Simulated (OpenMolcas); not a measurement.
# [CuCl4]2− ([CuCl4]2-): a chain of runs

Aim: a series of 10 runs (ROHF/ANO-RCC-MB, CASSCF(9,5)/ANO-RCC-VDZ, CASPT2[IPEA 0](9,5)/ANO-RCC-VDZ, SC-NEVPT2(9,5)/ANO-RCC-VDZ, MC-PDFT[tPBE](9,5)/ANO-RCC-VDZ, CASPT2[IPEA 0.1](9,5)/ANO-RCC-VDZ) of [CuCl4]2− ([CuCl4]2-). 

The results are computed with OpenMolcas 26.06.

**1. The molecule**

The species is [CuCl4]2− (5 atoms), meant as a doublet with charge -2. SMILES: `[Cl][Cu-2]([Cl])([Cl])[Cl]`. Geometry: a GFN2-xTB relaxation, a rough one for these elements and not checked as a minimum.

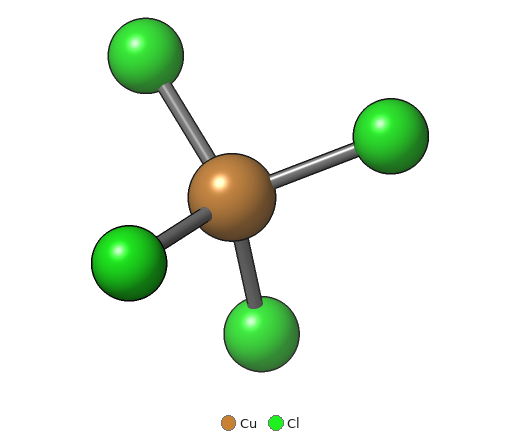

Viewed from a chosen angle; copper orange, chlorine green.

**2. A single-point energy at ROHF/ANO-RCC-MB (DKH2) (run 1)**

Input file step1.inp:

```
>>> EXPORT MOLCAS_PRINT=2

&GATEWAY
  COORD
  5
  angstrom
  Cu       0.000330       0.000060      -0.002610
  Cl       1.877340       0.023510       1.110280
  Cl       0.083430       1.889850      -1.088060
  Cl      -1.990780       0.068290       0.887220
  Cl       0.029680      -1.981720      -0.906840
  BASIS=ANO-RCC-MB
  GROUP=NoSym

&SEWARD

&SCF
  UHF
  CHARGE=-2
  SPIN=2
  PRORBITALS=1

&RASSCF
  FILEORB=$Project.UnaOrb
  SPIN=2
  NACTEL=1 0 0
  INACTIVE=49
  RAS2=1
  OUTORBITALS=Canonical
  ORBLISTING=Few
```

Started as:

```console
$ export MOLCAS_MEM=1860
$ pymolcas step1.inp > step1.log
```

Standard output:

```text
--- Start Module: gateway ---
[...]
--- Stop Module: gateway /rc=_RC_ALL_IS_WELL_ ---
[...]
      Basis functions           54
[...]
--- Start Module: scf ---
[...]
       Convergence after  15 Iterations
[...]
::    Total SCF energy                              -3496.9126392014
[...]
      Total spin, S                                     0.5002241181
[...]
--- Stop Module: scf /rc=_RC_ALL_IS_WELL_ ---
[...]
--- Start Module: rasscf ---
[...]
      Number of active orbitals                  1
[...]
      Spin quantum number                      0.5
[...]
      Active orbitals                            1
[...]
      Number of CSFs                             1
[...]
      Number of root(s) required                 1
[...]
      Convergence after  5 iterations
[...]
      printout of CI-coefficients larger than  0.05 for root  1
      energy=   -3496.912510
      conf/sym  1     Coeff  Weight
             1  u   1.00000 1.00000
      Natural orbitals and occupation numbers for root  1
      sym 1:   1.000000
      ************************************************************************************************************************
      *                                                    Final results                                                     *
[...]
::    RASSCF root number  1 Total energy:  -3496.91251026
[...]
      Total electronic charge=   99.000000
      Total            charge=   -2.000000
[...]
      Dipole Moment (debye):
      Origin of the operator (angstrom)=    0.0000    0.0000   -0.0004
                   X=  2.5173E-03               Y= -4.2018E-03               Z= -2.8127E-02           Total=  2.8551E-02
      Center of Charge (angstrom)
[...]
--- Stop Module: rasscf /rc=_RC_ALL_IS_WELL_ ---
[...]
```

It took 7.5 s on 1 thread of AMD EPYC 9R45 (Zen 5), shared host; peak memory 0.42 GiB.

**3. The excited states at CASSCF(9,5)/ANO-RCC-VDZ (DKH2, RICD fitting, 5 states averaged) (run 2)**

Input file step2.input:

```
* Cl4Cu CASSCF
>>> EXPORT MOLCAS_PRINT=2

&gateway
 coord
 5
 angstrom
 Cu       0.000330       0.000060      -0.002610
 Cl       1.877340       0.023510       1.110280
 Cl       0.083430       1.889850      -1.088060
 Cl      -1.990780       0.068290       0.887220
 Cl       0.029680      -1.981720      -0.906840
 basis = ANO-RCC-MB
 group = NoSym

&seward

&rasscf
 fileorb = $CurrDir/step1.RasOrb
 alter = 4
 1 34 46
 1 35 47
 1 36 48
 1 37 49
 spin = 2
 nactel = 9 0 0
 inactive = 45
 ras2 = 5
 ciroot = 5 5 1
 orblisting = Nothing
>>> COPY $Project.RunFile RUNFIL1
>>> COPY $Project.RasOrb INPORB

&gateway
 coord
 5
 angstrom
 Cu       0.000330       0.000060      -0.002610
 Cl       1.877340       0.023510       1.110280
 Cl       0.083430       1.889850      -1.088060
 Cl      -1.990780       0.068290       0.887220
 Cl       0.029680      -1.981720      -0.906840
 basis = ANO-RCC-VDZ
 group = NoSym
 ricd

&seward
>>> COPY $Project.RunFile RUNFIL2

&expbas

&rasscf
 fileorb = $Project.ExpOrb
 spin = 2
 nactel = 9 0 0
 inactive = 45
 ras2 = 5
 ciroot = 5 5 1
 orblisting = Few
 orbappear = Compact
```

Started as:

```console
$ export MOLCAS_MEM=1860
$ pymolcas step2.input > step2.log
```

Standard output:

```text
--- Start Module: gateway ---
[...]
--- Stop Module: gateway /rc=_RC_ALL_IS_WELL_ ---
[...]
      Basis functions           54
[...]
      Number of active orbitals                  5
[...]
      Spin quantum number                      0.5
[...]
      Active orbitals                            5
[...]
      Number of CSFs                             5
[...]
      Number of root(s) required                 5
[...]
      Convergence after 14 iterations
[...]
      printout of CI-coefficients larger than  0.05 for root  1
      energy=   -3496.912072
      conf/sym  11111     Coeff  Weight
             1  2222u   0.99259 0.98523
             5  u2222   0.12143 0.01475
[...]
      Natural orbitals and occupation numbers for root  1
      sym 1:   2.000000   2.000000   2.000000   2.000000   1.000000
      Natural orbitals and occupation numbers for root  2
      sym 1:   2.000000   2.000000   1.000000   2.000000   2.000000
      Natural orbitals and occupation numbers for root  3
      sym 1:   2.000000   1.000000   2.000000   2.000000   2.000000
[...]
::    RASSCF root number  1 Total energy:  -3496.91207189
::    RASSCF root number  2 Total energy:  -3496.89504877
[...]
      Basis functions           79
[...]
--- Start Module: expbas ---
[...]
--- Stop Module: expbas /rc=_RC_ALL_IS_WELL_ ---
--- Start Module: rasscf ---
[...]
      Convergence after 15 iterations
[...]
      Natural orbitals and occupation numbers for root  2
      sym 1:   2.000000   1.000000   2.000000   2.000000   2.000000
      Natural orbitals and occupation numbers for root  3
      sym 1:   2.000000   1.000000   2.000000   2.000000   2.000000
      Natural orbitals and occupation numbers for root  4
      sym 1:   1.000000   2.000000   2.000000   2.000000   2.000000
      Natural orbitals and occupation numbers for root  5
      sym 1:   2.000000   2.000000   2.000000   1.000000   2.000000
      ************************************************************************************************************************
      *                                                    Final results                                                     *
[...]
::    RASSCF root number  2 Total energy:  -3497.02138287
::    RASSCF root number  3 Total energy:  -3497.02136987
::    RASSCF root number  4 Total energy:  -3497.01436079
::    RASSCF root number  5 Total energy:  -3497.01150309
[...]
      Total electronic charge=   99.000000
      Total            charge=   -2.000000
[...]
      Dipole Moment (debye):
      Origin of the operator (angstrom)=    0.0000    0.0000   -0.0004
                   X=  2.8759E-03               Y= -4.3648E-03               Z= -3.0061E-02           Total=  3.0512E-02
      Center of Charge (angstrom)
[...]
--- Stop Module: rasscf /rc=_RC_ALL_IS_WELL_ ---
[...]
```

It took 14 s on 1 thread of AMD EPYC 9R45 (Zen 5), shared host; peak memory 0.42 GiB.

The roots found:

| excited state | energy (eV) |
| --- | --- |
| 1 | 0.357 |
| 2 | 0.357 |
| 3 | 0.548 |
| 4 | 0.626 |

Runs 3 to 5 aren't shown in full; the table further down has their settings and results.

**4. The vertical excitations at MC-PDFT[tPBE](9,5)/ANO-RCC-VDZ (DKH2, RICD fitting, 5 states averaged) (run 6)**

Input file step6.input:

```
* Cl4Cu MC-PDFT

&GATEWAY
 Coord
 5
 angstrom
 Cu       0.000330       0.000060      -0.002610
 Cl       1.877340       0.023510       1.110280
 Cl       0.083430       1.889850      -1.088060
 Cl      -1.990780       0.068290       0.887220
 Cl       0.029680      -1.981720      -0.906840
 Basis = ANO-RCC-VDZ
 Group = NoSym
 RICD

&SEWARD

&RASSCF
 FileOrb = $CurrDir/step2.RasOrb
 Spin = 2
 Nactel = 9 0 0
 Inactive = 45
 Ras2 = 5
 CIRoot = 5 5 1
 OrbListing = Few
 OrbAppear = Compact

&MCPDFT
 KSDFT = T:PBE
```

Started as:

```console
$ export MOLCAS_MEM=1860
$ pymolcas step6.input > step6.log
```

Standard output:

```text
--- Start Module: gateway ---
[...]
--- Stop Module: gateway /rc=_RC_ALL_IS_WELL_ ---
[...]
      Basis functions           79
[...]
--- Start Module: rasscf ---
[...]
      Number of active orbitals                  5
[...]
      Spin quantum number                      0.5
[...]
      Active orbitals                            5
[...]
      Number of CSFs                             5
[...]
      Number of root(s) required                 5
[...]
      Convergence after  4 iterations
[...]
      printout of CI-coefficients larger than  0.05 for root  1
      energy=   -3497.034505
      conf/sym  11111     Coeff  Weight
             1  2222u   0.69348 0.48092
             3  22u22   0.71103 0.50556
             5  u2222  -0.11257 0.01267
[...]
      Natural orbitals and occupation numbers for root  1
      sym 1:   2.000000   2.000000   1.000000   2.000000   2.000000
      Natural orbitals and occupation numbers for root  2
      sym 1:   2.000000   1.000000   2.000000   2.000000   2.000000
      Natural orbitals and occupation numbers for root  3
      sym 1:   2.000000   1.000000   2.000000   2.000000   2.000000
      Natural orbitals and occupation numbers for root  4
      sym 1:   1.000000   2.000000   2.000000   2.000000   2.000000
      Natural orbitals and occupation numbers for root  5
      sym 1:   2.000000   2.000000   2.000000   1.000000   2.000000
      ************************************************************************************************************************
      *                                                    Final results                                                     *
[...]
::    RASSCF root number  1 Total energy:  -3497.03450524
::    RASSCF root number  2 Total energy:  -3497.02138283
[...]
      Total electronic charge=   99.000000
      Total            charge=   -2.000000
[...]
      Dipole Moment (debye):
      Origin of the operator (angstrom)=    0.0000    0.0000   -0.0004
                   X=  2.8755E-03               Y= -4.3677E-03               Z= -3.0062E-02           Total=  3.0513E-02
      Center of Charge (angstrom)
[...]
--- Stop Module: rasscf /rc=_RC_ALL_IS_WELL_ ---
[...]
--- Start Module: mcpdft ---
[...]
 ###    WARNING: Deprecation warning: KSDF should be replaced                ###
 ###    with FUNC keyword                                                    ###
 ###############################################################################
[...]
::    MCPDFT root number  2 Total energy:  -3500.44313966
::    MCPDFT root number  3 Total energy:  -3500.44311812
::    MCPDFT root number  4 Total energy:  -3500.43210264
::    MCPDFT root number  5 Total energy:  -3500.42892692
--- Stop Module: mcpdft /rc=_RC_ALL_IS_WELL_ ---
[...]
```

Run time: 8.1 s. Hardware: 1 thread of AMD EPYC 9R45 (Zen 5), shared host; peak memory 0.16 GiB.

The roots found:

| excited state | energy (eV) |
| --- | --- |
| 1 | 0.514 |
| 2 | 0.515 |
| 3 | 0.814 |
| 4 | 0.901 |

Runs 7 to 9 aren't shown in full; the table further down has their settings and results.

**5. The vertical excitations at CASPT2[IPEA 0](9,5)/ANO-RCC-VDZ (DKH2, RICD fitting, ipea shift 0 Eh, pt2 variant RMS, 3 states averaged) (run 10)**

Input file step10.inp:

```
&gateway
  coord
  5
  angstrom
  Cu       0.000330       0.000060      -0.002610
  Cl       1.877340       0.023510       1.110280
  Cl       0.083430       1.889850      -1.088060
  Cl      -1.990780       0.068290       0.887220
  Cl       0.029680      -1.981720      -0.906840
  basis=ANO-RCC-VDZ
  group=NoSym
  ricd

&seward

&rasscf
  fileorb=$CurrDir/step2.RasOrb
  spin=2
  nactel=9 0 0
  inactive=45
  ras2=5
  ciroot=3 3 1
  orblisting=Few
  orbappear=Compact

&caspt2
  rmultistate=all
  ipea=0
```

Started as:

```console
$ export MOLCAS_MEM=1860
$ pymolcas step10.inp > step10.log
```

Standard output:

```text
--- Start Module: gateway ---
[...]
--- Stop Module: gateway /rc=_RC_ALL_IS_WELL_ ---
[...]
      Basis functions           79
[...]
--- Start Module: rasscf ---
[...]
      Number of active orbitals                  5
[...]
      Spin quantum number                      0.5
[...]
      Active orbitals                            5
[...]
      Number of CSFs                             5
[...]
      Number of root(s) required                 3
[...]
      Convergence after  9 iterations
[...]
      printout of CI-coefficients larger than  0.05 for root  1
      energy=   -3497.034617
      conf/sym  11111     Coeff  Weight
             1  2222u   1.00000 0.99999
[...]
      Natural orbitals and occupation numbers for root  1
      sym 1:   2.000000   2.000000   2.000000   2.000000   1.000000
      Natural orbitals and occupation numbers for root  2
      sym 1:   2.000000   2.000000   1.000000   2.000000   2.000000
      Natural orbitals and occupation numbers for root  3
      sym 1:   2.000000   1.000000   2.000000   2.000000   2.000000
      ************************************************************************************************************************
      *                                                    Final results                                                     *
[...]
::    RASSCF root number  1 Total energy:  -3497.03461733
::    RASSCF root number  2 Total energy:  -3497.02140185
::    RASSCF root number  3 Total energy:  -3497.02138817
[...]
      Total electronic charge=   99.000000
      Total            charge=   -2.000000
[...]
      Dipole Moment (debye):
      Origin of the operator (angstrom)=    0.0000    0.0000   -0.0004
                   X=  2.9621E-03               Y= -4.1299E-03               Z= -3.0625E-02           Total=  3.1043E-02
      Center of Charge (angstrom)
[...]
--- Stop Module: rasscf /rc=_RC_ALL_IS_WELL_ ---
[...]
--- Start Module: caspt2 ---
[...]
      Reference weight:           0.86900
[...]
::    RMS-CASPT2 Root  1     Total energy:  -3497.58975183
::    RMS-CASPT2 Root  2     Total energy:  -3497.56942790
::    RMS-CASPT2 Root  3     Total energy:  -3497.56940454
[...]
--- Stop Module: caspt2 /rc=_RC_ALL_IS_WELL_ ---
[...]
```

Run time: 7.5 s. Hardware: 1 thread of AMD EPYC 9R45 (Zen 5), shared host; peak memory 0.16 GiB.

The roots found:

| excited state | energy (eV) |
| --- | --- |
| 1 | 0.553 |
| 2 | 0.554 |

**6. All runs side by side**

| run | level | integral approximation | task | energy (Eh) | wall time |
| --- | --- | --- | --- | --- | --- |
| 1 | ROHF/ANO-RCC-MB (DKH2) | none | energy | -3496.912510 | 7.5 s |
| 2 | CASSCF(9,5)/ANO-RCC-VDZ (DKH2, RICD fitting, 5 states averaged) | RICD | excited | -3497.034505 | 14 s |
| 3 | CASSCF(9,5)/ANO-RCC-VDZ (DKH2, RICD fitting, multiplet size 2, 5 states averaged) | RICD | magnetism | -3497.034505 | 6 s |
| 4 | CASPT2[IPEA 0](9,5)/ANO-RCC-VDZ (DKH2, RICD fitting, ipea shift 0 Eh, multiplet size 2, pt2 variant MS, 5 states averaged) | RICD | magnetism | -3497.589511 | 8.7 s |
| 5 | SC-NEVPT2(9,5)/ANO-RCC-VDZ (DKH2, RICD fitting, pt2 variant QD-SC-NEVPT2, 5 states averaged) | RICD | excited | -3497.554397 | 7.5 s |
| 6 | MC-PDFT[tPBE](9,5)/ANO-RCC-VDZ (DKH2, RICD fitting, 5 states averaged) | RICD | excited | -3500.462032 | 8.1 s |
| 7 | CASPT2[IPEA 0](9,5)/ANO-RCC-VDZ (DKH2, RICD fitting, ipea shift 0 Eh, pt2 variant SS) | RICD | energy | -3497.589998 | 5.7 s |
| 8 | SC-NEVPT2(9,5)/ANO-RCC-VDZ (DKH2, RICD fitting, pt2 variant SC-NEVPT2) | RICD | energy | -3497.555146 | 5.7 s |
| 9 | CASPT2[IPEA 0.1](9,5)/ANO-RCC-VDZ (DKH2, RICD fitting, casscf solver Home, ipea shift 0.1 Eh, pt2 variant XMS, 5 states averaged) | RICD | excited | -3497.595426 | 8.1 s |
| 10 | CASPT2[IPEA 0](9,5)/ANO-RCC-VDZ (DKH2, RICD fitting, ipea shift 0 Eh, pt2 variant RMS, 3 states averaged) | RICD | excited | -3497.589752 | 7.5 s |

**7. Summary of results**

```
                                                                                  quantity           value
                  run 10, CASPT2[IPEA 0](9,5)/ANO-RCC-VDZ: energy of the lowest of 3 roots  -3497.58975 Eh
run 10, CASPT2[IPEA 0](9,5)/ANO-RCC-VDZ: lowest excitation energy within this active space         0.55 eV
```

In run 1 the basis is minimal, so the values are rough. All runs together took 79 s, the longest 14 s.

A small anion of this charge may not be bound in the gas phase; the finite basis can hold electrons that would leave.
